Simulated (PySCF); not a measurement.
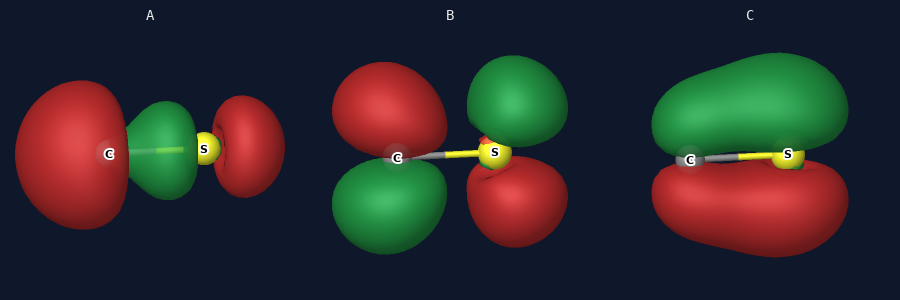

The picture shows: CS. Three frontier orbitals, each drawn at the value that holds 80 % of its norm (green and red are the two phases), in no order; of a degenerate pair one member is drawn.

Method: PySCF, PBE0/cc-pVDZ(-PP), non-relativistic Hamiltonian with scalar-relativistic core potentials where named, at a bond length of 1.544 Å.

Label each orbital by symmetry, say whether it is occupied, and order them by energy.

Answer. Orbital C: π, occupied, −9.95 eV; bonding, with no node between the atoms.
Orbital A: σ, occupied, −8.75 eV; mainly on C (75 %).
Orbital B: π, empty, −2.16 eV; antibonding, with a node between the atoms.
